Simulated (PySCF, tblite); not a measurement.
# C₂H₇B₂N₂P: geometry, infrared bands and NMR shifts

Aim: predict the infrared bands and NMR shifts of C₂H₇B₂N₂P (`C#CB(N)NBP`).

The runs use tblite 0.8.0 and PySCF 2.14.0, with density-fitted response routines of our own; the level of theory stands in each step. All values are computed, except where a source is named. Atoms count from 0, in the outputs and in this text.

## 1. Starting geometry

14 atoms, charge 0, multiplicity 1; geometry from: force field or distance geometry start.

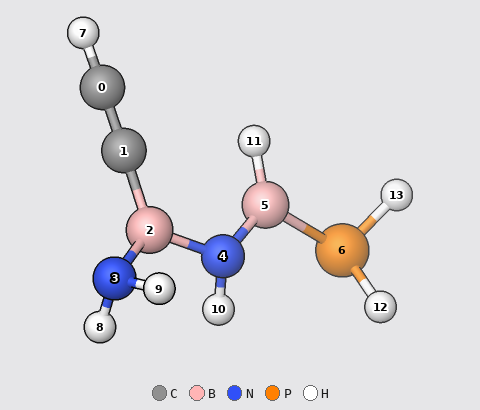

The starting geometry (carbon grey, boron pink, nitrogen blue, phosphorus orange, hydrogen white), atoms numbered.

## 2. Relaxing the molecule with GFN2-xTB

Job settings and geometry (Å):

```
{"job": {"kind": "relax", "xc": "GFN2-xTB", "basis": "xTB"}, "charge": 0, "multiplicity": 1}
C      2.533700    -1.794800     0.171600
C      1.884300    -0.768400     0.238500
B      1.095400     0.531000     0.324800
N      1.844300     1.735900     0.927200
N     -0.403600     0.615100     0.416000
B     -1.172500    -0.623000     0.074800
P     -3.047000    -0.333700    -0.347500
H      3.098200    -2.683300     0.093300
H      1.672200     2.550000     0.345200
H      1.336600     1.887800     1.850400
H     -0.761300     1.470300    -0.094300
H     -0.685500    -1.696800     0.082700
H     -3.630800     0.674500     0.542300
H     -3.764900    -1.565300    -0.087100
```

Run with:

```sh
OMP_NUM_THREADS=1 python probes_run.py task.json out
```

One launch serves the whole session: the jobs run in the order shown.

**Question.** This job is followed by: GFN2-xTB harmonic vibrations, gas phase; GIAO PBE0/pcSseg-1 NMR shielding, non-relativistic, gas phase. What will the session give for the following? strongest single infrared mode (GFN2-xTB); zero-point energy (GFN2-xTB); 13C shifts against TMS (PBE0/pcSseg-1); 1H shifts against TMS (PBE0/pcSseg-1, means over atoms taken as alike); 11B shifts against BF3·OEt2 (PBE0/pcSseg-1); 15N shifts against NH3 (PBE0/pcSseg-1); 31P shifts against H3PO4 (PBE0/pcSseg-1).

**Answer**, as computed:

```
                                                              quantity                             value
                             strongest single infrared mode (GFN2-xTB)             1399 cm⁻¹, 823 km/mol
                                          zero-point energy (GFN2-xTB)                     60.3 kcal/mol
                                13C shifts against TMS (PBE0/pcSseg-1)                   100.3, 89.7 ppm
1H shifts against TMS (PBE0/pcSseg-1, means over atoms taken as alike)  6.57, 5.55, 3.16, 2.13, 1.69 ppm
                           11B shifts against BF3·OEt2 (PBE0/pcSseg-1)                    52.9, 20.4 ppm
                                15N shifts against NH3 (PBE0/pcSseg-1)                   166.2, 89.5 ppm
                              31P shifts against H3PO4 (PBE0/pcSseg-1)                        -233.4 ppm
```

What this shows: Relaxing lowered the energy by 2.099 eV in 92 steps; the close pair that moved most is B2–N3, from 1.541 to 1.395 Å. No mode is imaginary among the 36: a minimum at this level. The strongest single mode, at 1399 cm⁻¹, is carried by N4, B2, H10, B5. Unscaled tight-binding wavenumbers are off by several per cent, some by more. Its intensities can rank the bands wrongly. At PBE0/pcSseg-1: The widest tensor belongs to C1: span 299 ppm, with a paramagnetic part of -159 ppm.
